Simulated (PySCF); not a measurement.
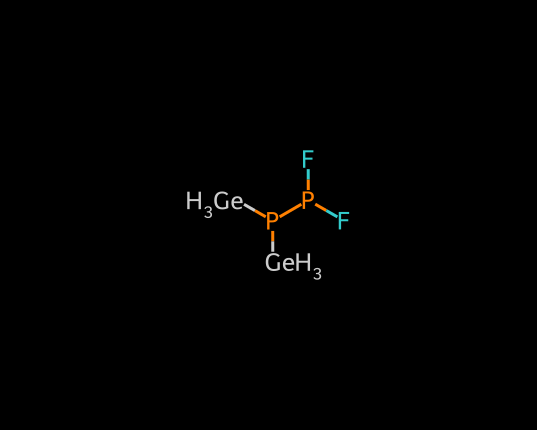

Structural formula above. The computed structure is the end point of a PBE0-D3(BJ)/def2-SVP optimisation. No frequency run is at hand to confirm it as a minimum.

Describe the 3D structure.

Formula F₂Ge₂H₆P₂. Its SMILES string is `FP(F)[P]([GeH3])[GeH3]`. The point group is C1. Coordination: 2 P trigonal pyramidal; 2 Ge tetrahedral.

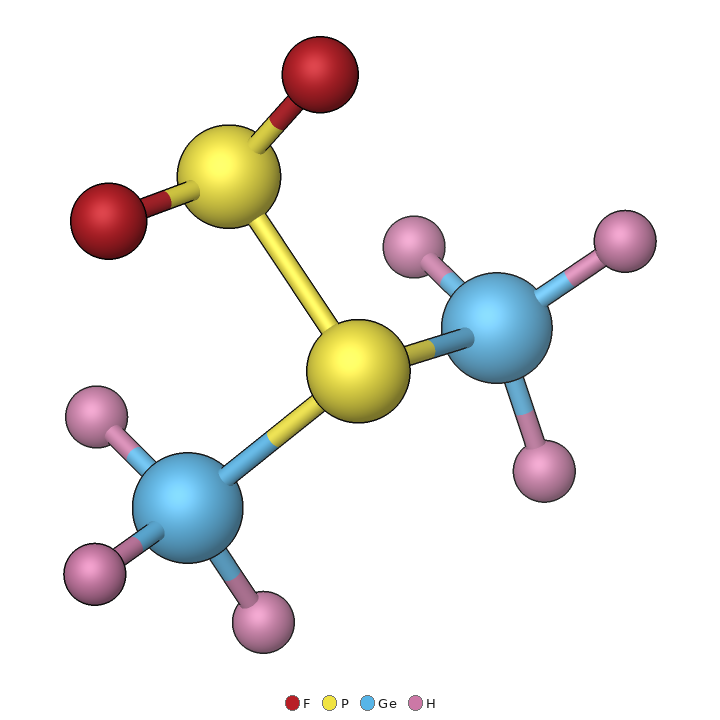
